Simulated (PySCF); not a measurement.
Ge(H)3(Vi), SMILES C=[CH][GeH3], singlet at its CAM-B3LYP/def2-SVP optimised geometry (Å):

```
9

Ge     0.0837    -1.5871     0.0000
C     -0.5377     0.2505     0.0000
C      0.2784     1.3041    -0.0006
H     -0.4289    -2.3308     1.2444
H      1.6200    -1.5871     0.0000
H     -0.4289    -2.3310    -1.2443
H     -1.6200     0.4270     0.0008
H     -0.1026     2.3310    -0.0004
H      1.3682     1.1949    -0.0013
```

Calculation: CAM-B3LYP/def2-TZVP in PySCF 2.14.0.

Map of the log10 of the electron density (e/bohr³), floored at −4 on the plane z = 0.8 Å:

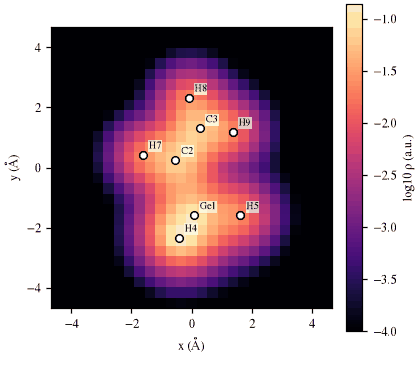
Log10 of the electron density (e/bohr³), floored at −4 on the plane z = 0.8 Å.
